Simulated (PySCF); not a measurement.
## Electronic structure of C₄H₁₂Si₃ (SMILES [SiH3]/C=C\[SiH2][SiH]1CC1) in real space

```xyz
19

Si   -2.6506    0.5639    0.5377
C    -1.8128    0.5868   -1.1479
C    -0.8858   -0.2631   -1.5866
Si   -0.1222   -1.6871   -0.6204
Si    1.5415   -0.9132    0.7602
C     1.6794    0.9382    1.1276
C     2.7333    0.4261    0.1498
H    -3.5257   -0.6083    0.6424
H    -1.6499    0.5238    1.6078
H    -3.4616    1.7807    0.6492
H    -2.1423    1.3717   -1.8246
H    -0.4964   -0.1243   -2.5924
H    -1.1583   -2.3882    0.1500
H     0.3874   -2.6419   -1.6196
H     2.1471   -1.7200    1.8219
H     0.9478    1.6214    0.7171
H     2.0519    1.2868    2.0799
H     2.6517    0.7957   -0.8630
H     3.7557    0.4602    0.4978
```

Geometry: GFN2-xTB.

These are results of PBE0/pcSseg-1, SCF density, gas phase, non-relativistic (PySCF), not measurements.

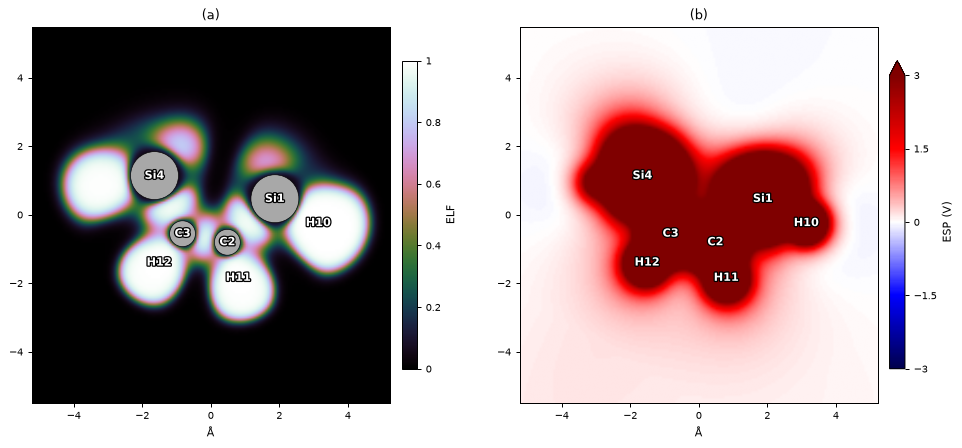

Figure 1. (a) ELF; (b) electrostatic potential on the plane of atoms C2, C3 and Si4. Grey discs cover the atomic cores in the ELF map.

**Describe what can be read from this map.**

- The section cuts through Si, C and H sites.
- C–C (1.33 Å): the ELF peaks at about 0.90 between the atoms (a short, multiple covalent bond).
- C–Si (1.88 Å): the ELF peaks at about 0.95 between the atoms, as expected for a covalent bond.
- C–H (1.09 Å): the ELF climbs to about 1 towards the hydrogen, as it does in any bond to H (an ordinary covalent bond to hydrogen).
- Si–H (1.47 Å): the ELF climbs to about 1 towards the hydrogen.
- The potential has no marked negative region in this plane.

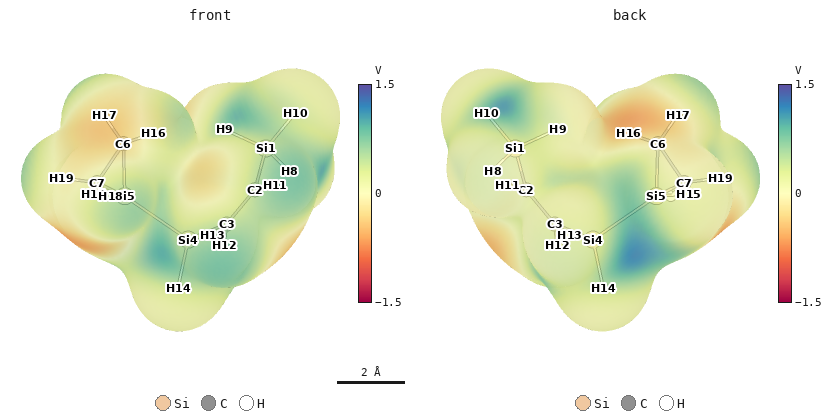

Figure 2. The molecular electrostatic potential painted on the density surface at 0.002 e/bohr³, seen from the front and from behind; the colour scale runs from red (negative) to blue (positive).

**Where is the surface potential most negative and most positive?**

The most negative region (about −0.6 V) lies over C6 and C7, the most positive (about +1.1 V) over Si1, Si4 and Si5.

**What dipole moment does the calculation give?**

Its dipole moment is 0.70 D.
